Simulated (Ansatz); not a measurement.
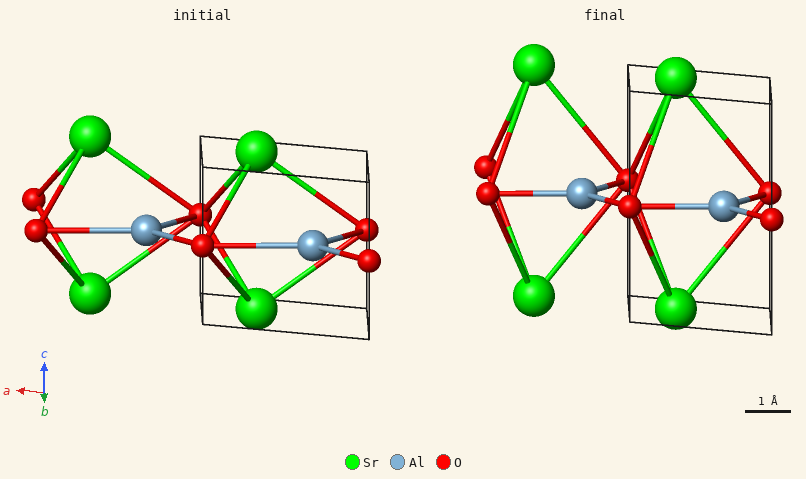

The structure of solid SrAlO (a generated structure, set up in P-6m2) before (left) and after (right) a relaxation, at one scale.

Style: ball-and-stick. Shown: the cell of the calculation, repeated 2 × 1 × 1 with one cell outlined, from a free direction.

These are results of DFT PBE, scalar-relativistic, plane waves, PAW (Ansatz), not measurements. Settings: plane-wave cutoff 420 eV; k-point mesh 12 × 12 × 14; occupations gaussian; smearing width 0.1 eV; no spin polarisation; cell and atoms relaxed; force threshold 0.01 eV/Å; at most 80 steps.

Q: Describe what moved and what it gained.

A: After 17 accepted moves (22 points after the start) the energy has fallen by 0.674 eV per cell of the calculation. All forces vanish by symmetry, so only the cell relaxes. Pressure: 1.31 GPa at the start and 0.00 GPa at the end. The SCF was repeated 5 times at an unchanged geometry on a basis and grid sized afresh for the cell, which shifted the energy by 98.5 meV per cell of the calculation at most. No atom moves by more than 0.005 Å relative to the cell. Cell: a = b 4.284 → 3.652 Å (−14.7 %), c 3.576 → 5.251 Å (+46.8 %). Volume +6.7 %. Some distances before and after: Sr–Sr 3.576 → 5.251 Å, Al–O 2.474 → 2.109 Å, O–Sr 3.052 → 3.367 Å, Al–Sr 3.052 → 3.367 Å. The space group stays P-6m2 (No. 187).
